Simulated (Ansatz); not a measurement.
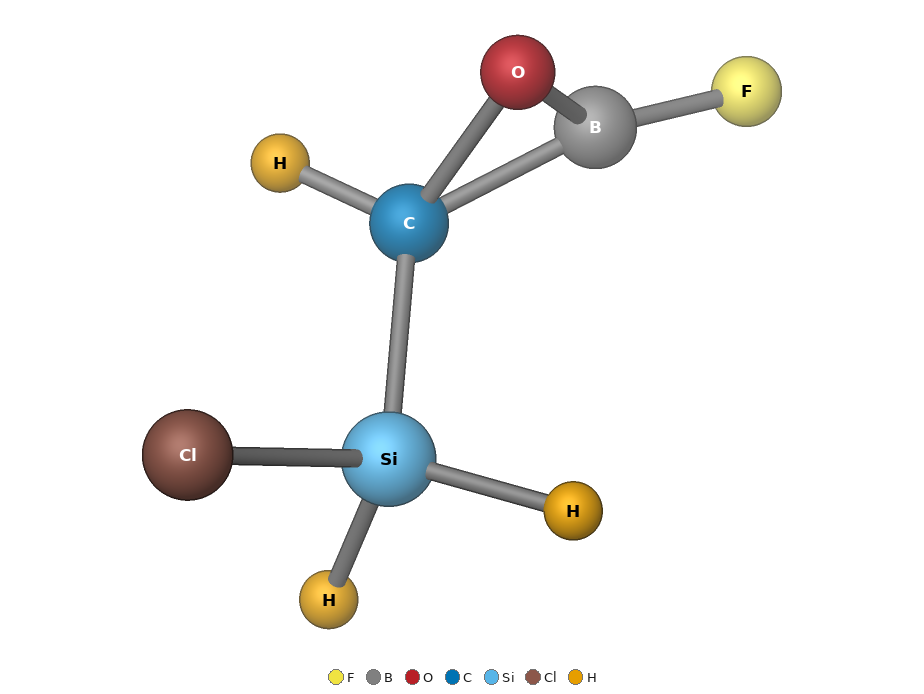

Orthographic view. Atoms fade into the background with distance from the viewer. The computed structure is the end point of a PBE0-D4/def2-TZVP optimisation. No frequency run is at hand to confirm it as a minimum.

Question: Give the standard InChI.

Answer: InChI=1S/CH3BClFOSi/c3-6-1-2(4)5-1/h1H,6H2/t1-/m1/s1
